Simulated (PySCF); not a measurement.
# TcNBr: structure of the quartet

The task is one start of a wider search on TcNBr: the quartet, from a B3LYP minimum start. It is relaxed, tested by its Hessian and followed downhill if it is a saddle.

Program: PySCF 2.14.0. Level of theory: B3LYP, basis Tc def2-SVP with ECP28, N def2-SVP, Br def2-SVP, scalar-relativistic core potentials, no spin–orbit coupling, density fitting. These are calculated values, not measurements.

**1. Where the work starts**

3 atoms, charge 0, spin multiplicity 4.

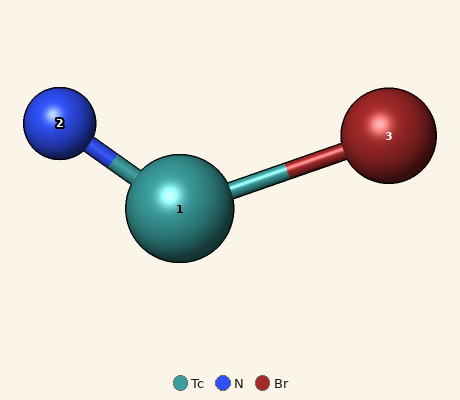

Start geometry, drawn with technetium teal, nitrogen blue, bromine red; atoms are numbered from 1 in the order of the file.

```xyz
3
charge 0 multiplicity 4
Tc   -0.7751    0.0000   -0.5293
N    -2.2310    0.0000    0.1838
Br    1.3671    0.0000    0.6305
```

**2. Finding the electronic state**

The steps below are one call of a driver around PySCF. For each, scf.py gives the equivalent set-up of the SCF; relaxations use the driver's own optimiser. After this first run the driver tries any further starts and a stability analysis.

Input file scf.py:

```python
from pyscf import gto, scf, dft
mol = gto.M(atom='''
Tc    -0.775117     0.000000    -0.529330
N     -2.231031     0.000000     0.183760
Br     1.367062     0.000000     0.630485''',
    basis={'Tc': 'def2-SVP', 'N': 'def2-SVP', 'Br': 'def2-SVP'},
    ecp={'Tc': 'def2-SVP'},
    charge=0, spin=3)
mf = dft.UKS(mol, xc='B3LYP')
mf.grids.atom_grid = (50, 194)
aux = {'Tc': 'def2-universal-JKFIT', 'N': 'def2-universal-JKFIT', 'Br': 'def2-universal-JKFIT'}
mf = mf.density_fit(auxbasis=aux)
mf.conv_tol = 1e-08
mf.diis_space = 10
mf.max_cycle = 60
mf.init_guess = 'minao'
mf.verbose = 4
mf.kernel()
```

The run is started by

```
$ OMP_NUM_THREADS=2 python axn.py task.json out
```

After this run come: B3LYP minimum start, quartet: relaxation; Is it a minimum? Harmonic modes.

What does the calculation give? Wanted: minimum; geometry; wavenumbers; dipole moment; highest occupied, lowest empty level; polar-tensor charge of Tc1; zero-point energy; atomisation energy; ⟨S²⟩.

**Answer**, as computed:

| quantity | value |
| --- | --- |
| minimum | quartet, Cs |
| geometry | Tc–Br 2.436 Å, Tc–N 1.621 Å; Br–Tc–N 125.5° |
| wavenumbers (cm⁻¹) | 154 (a'), 278 (a'), 1111 (a') |
| dipole moment | 1.63 D |
| highest occupied, lowest empty level (either spin) | -6.05, -4.17 eV |
| polar-tensor charge of Tc1 | +0.89 e |
| zero-point energy | 9.2 kJ/mol |
| entropy at 298.15 K | 312.4 J/(mol K) |
| atomisation energy (no zero-point energy) | 818 kJ/mol |
| ⟨S²⟩ | 3.793 |

What this shows: The molecule stays Cs, as typed, and the end point is a minimum. In the infrared the band at 1111 cm⁻¹ (a', stretch) leads. Most of the spin sits on Tc1 (Mulliken spin 3.00, against 3 for the whole molecule). Only this shape and spin were tried, so other structures or states may lie lower. Open d and f shells are described by one determinant, and the ground state may have another occupation or spin.
